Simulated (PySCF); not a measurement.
SMILES CC(C)/C=C\[Si](F)(F)F, singlet at its GFN2-xTB optimised geometry (Å):

```
18

C      1.9848     0.9935     0.0000
C      0.4546     0.9935     0.0000
C     -0.0865     2.4250     0.0000
C     -0.0463     0.2700     1.2072
C     -0.8109    -0.8194     1.1958
Si    -1.4382    -1.7008    -0.3131
F     -2.3666    -0.8521    -1.2873
F     -2.3251    -2.9607     0.0722
F     -0.3322    -2.2867    -1.2954
H      2.3666     1.4921     0.8885
H      2.3636    -0.0256    -0.0168
H      2.3594     1.5161    -0.8765
H      0.1019     0.4836    -0.9021
H     -1.1737     2.4189    -0.0190
H      0.2717     2.9607    -0.8754
H      0.2431     2.9577     0.8897
H      0.2606     0.7007     2.1531
H     -1.1054    -1.2456     2.1471
```

Level of theory: PBE0/def2-SVP (PySCF).

Map of the Laplacian of the electron density (e/bohr⁵) on the plane z = 0.6 Å:

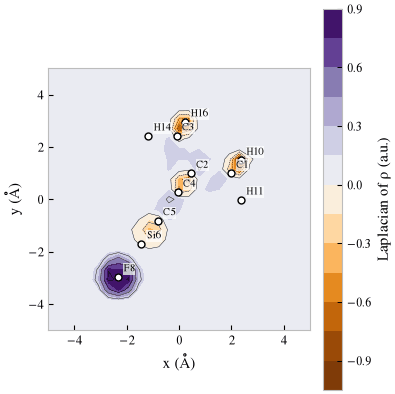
Laplacian of the electron density (e/bohr⁵) on the plane z = 0.6 Å.
